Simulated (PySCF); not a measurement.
C7H7, charge +1, SMILES `[CH2+]c1ccccc1`.

Method: LC-wPBE/6-311G**; geometry: GFN2-xTB; program: PySCF. No frequency check shows the geometry to be a minimum. Without diffuse functions Rydberg states are missing, so the states' numbers hold for this basis only.

The calculation's input:

```python
import numpy as np
from pyscf import gto, scf, dft, tdscf
from pyscf.scf import atom_ks, atom_hf
from scipy.linalg import block_diag

def solve(mol, dm0=None, hcore=None):
    mf = (dft.UKS if mol.spin else dft.RKS)(mol, xc='lc_wpbe')
    mf.grids.level = 3
    mf = mf.density_fit(auxbasis='def2-universal-jkfit')
    mf.conv_tol, mf.max_cycle = 1e-8, 80
    if hcore is not None:
        mf.get_hcore = lambda *args: hcore
    mf.kernel(dm0)
    if not mf.converged:
        mf = mf.newton().run(mf.mo_coeff, mf.mo_occ, max_cycle=30)
    assert mf.converged, 'SCF not converged'
    return mf

mol = gto.M(atom='''
C     -2.35176     0.00006     0.00000
C     -0.98811    -0.00004     0.00000
C     -0.25093     1.23586     0.00000
C      1.11817     1.22158     0.00000
C      1.80482     0.00002     0.00000
C      1.11810    -1.22165     0.00000
C     -0.25100    -1.23585     0.00000
H     -2.91763    -0.92079     0.00000
H     -2.91758     0.92096     0.00000
H     -0.79865     2.16686     0.00000
H      1.67536     2.14641     0.00000
H      2.88621    -0.00002     0.00000
H      1.67524    -2.14650     0.00000
H     -0.79877    -2.16682     0.00000
''', basis='6-311g**', charge=1, spin=0, verbose=4)
mf = solve(mol)
td = mf.TDA()
td.nstates, td.singlet, td.conv_tol = 4, True, 1e-5
td.kernel()
td.analyze()
x, y = np.array([p[0] for p in td.xy]), np.array([p[1] + 0 * p[0] for p in td.xy])
f, mu = td.oscillator_strength(), td.transition_dipole()
nto = [td.get_nto(state=i + 1, verbose=4) for i in range(len(td.e))]
# spherically averaged free atoms, for the promolecule
atm = atom_ks.get_atm_nrks(mol, xc='lc_wpbe')
pro = block_diag(*[(atm[a[0]][2] * atm[a[0]][3]) @ atm[a[0]][2].T for a in mol._atom])
np.savez('result.npz', e=td.e, f=f, ok=td.converged, w=[n[0] for n in nto], nto=[n[1] for n in nto], x=x, y=y, c=mf.mo_coeff, occ=mf.mo_occ, eps=mf.mo_energy, pro=pro, mu=mu)
```

Run with:

```sh
OMP_NUM_THREADS=1 python input.py
```

The run took 5 min on 1 thread of Intel(R) Xeon(R) Platinum 8259CL CPU @ 2.50GHz (Skylake/Cascade Lake), with other jobs on the host, peak memory 0.85 GiB.

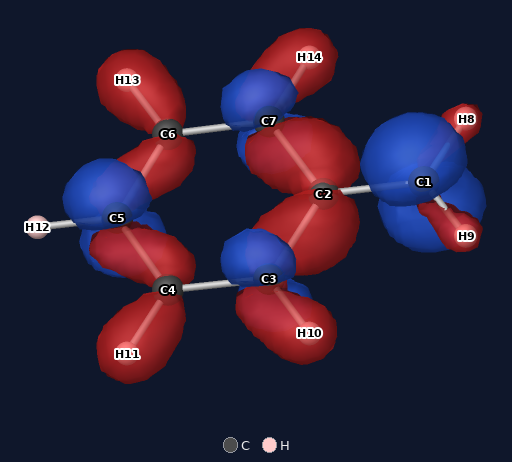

Unrelaxed difference density of S₂ less the ground state (TDA singlet states), ±0.04 e/Å³; blue: gain, red: loss.

How does the charge move on excitation?

0.77 e is displaced in all, of which about 0.4 e passes between atoms: C2 (0.10 e) and C4 and C6 (0.05 e each) lose electrons and C1 (0.24 e) and C5 (0.10 e) gain them. The state: 4.96 eV (250 nm), f = 0.000 (dark), σ → π*; the leading pair carries 98 %; hole on C2 (16 %), C3 and C7 (13 % each) and C4 and C6 (9 % each), electron on C1 (29 %), C5 (18 %) and C3 and C7 (14 % each); their centroids lie 0.5 Å apart.
